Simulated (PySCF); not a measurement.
## A study: H8NSi3, doublet, SMILES `[SiH2]N([SiH3])[SiH3]`

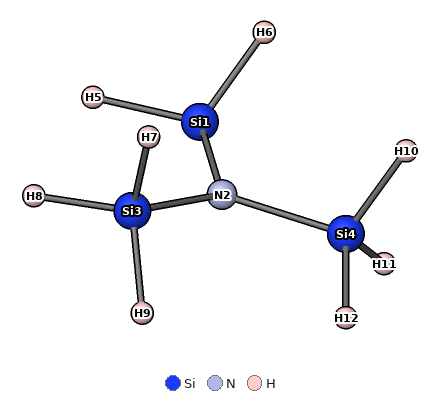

The molecule, with its atoms numbered as below. No frequency check shows the geometry to be a minimum.

Geometry (Å), atoms numbered from 1:

```
Si1      0.4968    1.7024   -0.0640
N2      -0.0120    0.0310   -0.1003
Si3     -1.6803   -0.4472    0.0340
Si4      1.2592   -1.1582   -0.0063
H5      -0.6745    2.5661   -0.1844
H6       1.2691    1.9608    1.1523
H7      -1.9975   -0.7637    1.4306
H8      -2.4855    0.6812   -0.4276
H9      -1.8854   -1.6189   -0.8140
H10      1.7174   -1.2939    1.3809
H11      2.3462   -0.6686   -0.8530
H12      0.7348   -2.4385   -0.4735
```

## 1. Bonding charge

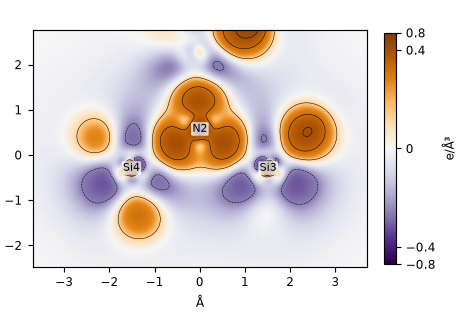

Deformation density (molecule less spherical, spin-averaged free atoms) in the plane of N2, Si3 and Si4; colour scale in e/Å³, logarithmic beyond ±0.1; orange: gain, purple: loss.

Computed with PySCF, CAM-B3LYP/def2-TZVP, geometry: GFN2-xTB. The stability of the open-shell solution wasn't checked. GFN2-xTB doesn't know the spin state, so this open-shell geometry is rough.

Q: How much density has each bond in this plane gained at its critical point, relative to the free atoms?

A: N2–Si4: +0.12 e/Å³ at the bond critical point (bond length 1.74 Å, Mayer order 1.1). N2–Si3: +0.12 e/Å³ at the bond critical point (bond length 1.74 Å, Mayer order 1.1); up to 0.6 Å beside the axis the gain reaches +0.39 e/Å³. In all, 3.2 electrons gather in the regions of gain relative to the promolecule. A small or negative value marks a very polar bond, one between electron-rich atoms, whose free-atom densities already overlap strongly, a long bond to a heavier atom, or a closed-shell contact such as a hydrogen bond.

Q: Where do the Hirshfeld charges lie?

A: The highest Hirshfeld charge is on Si3 (+0.37 e), the lowest on N2 (−0.37 e).

## 2. Local ionisation energy

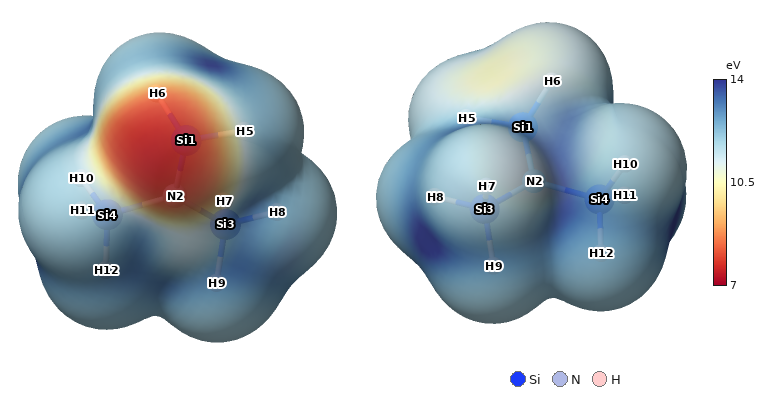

Average local ionisation energy on the surface of electron density 0.001 a.u. (back view left, front view right).

Q: Locate the minima of the map.

A: The lowest value is 7.6 eV, 2.5 Å from Si1. Further minima include 10.6 eV, near H6 (1.95 Å) and H5 (2.08 Å), over Si1 (2.3 Å); 11.6 eV, 1.5 Å from H7; 11.7 eV, 1.5 Å from H9. For comparison, the highest occupied orbital lies at −7.0 eV.

## 3. Spin density

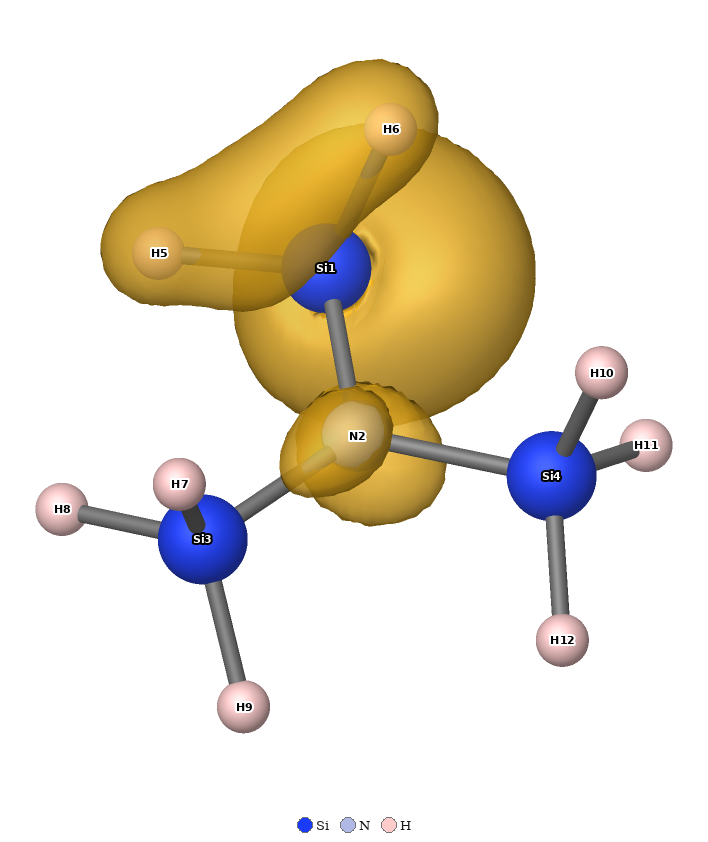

Spin density ρα − ρβ at ±0.02 e/Å³ (yellow: excess α, teal: excess β).

Q: Give the atomic spin populations that go with this picture.

A: Hirshfeld spin populations: Si1 +0.74, N2 +0.08, H6 +0.07 and H5 +0.05. ⟨S²⟩ = 0.75, as for a pure state.

The PySCF run shown took 81 s on 1 thread of Arm Neoverse V1, with other jobs on the host.
